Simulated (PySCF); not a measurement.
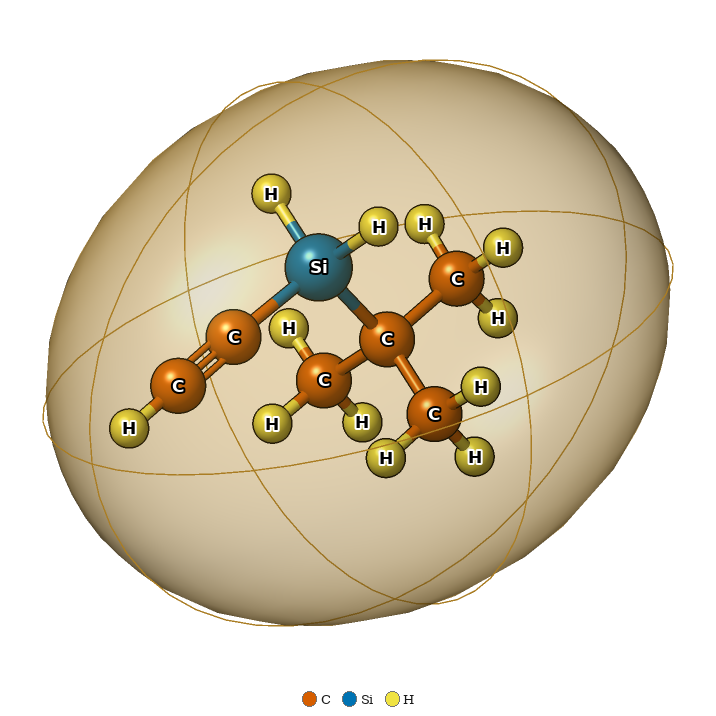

The ellipsoid shows the static dipole polarisability: its half-axes are proportional to the principal values. Computed geometry: PBE0-D3(BJ)/def2-SVP optimisation. No frequency run is at hand to confirm it as a minimum. Computed with CAM-B3LYP/def2-SVPD (PySCF 2.14.0).

**Give the principal values, the mean and the anisotropy.**

Principal values 85.3, 91.5, 117.0 bohr³; mean 98.0 bohr³ (14.52 Å³); anisotropy 29.1 bohr³, so the longest axis is 1.37 times the shortest.
